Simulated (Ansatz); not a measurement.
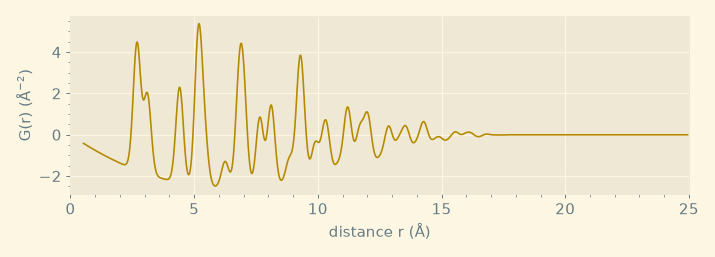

Simulated X-ray pair distribution function, G(r) = R(r)/r − 4πρ₀r, summed over the atomic distances of the structure with each pair weighted by the product of the atomic numbers (X-ray weights at Q = 0); every distance is a Gaussian of σ = 0.15 Å, for spherical particles of Mo with the bulk structure: the bulk G(r) is multiplied by the envelope of a sphere of diameter D, 1 − 3r/2D + r³/2D³, with no surface relaxation. The number density is 0.0653 atoms per Å³. Basis of the simulation: the input geometry of an electronic-structure calculation (not necessarily at equilibrium).

### Estimate the particle diameter.

About 18 Å (1.8 nm): the signal vanishes at r = D, fading from view somewhat earlier.

### Roughly how many atoms does one particle hold?

About 200 (number density 0.0653 Å⁻³ times πD³/6).
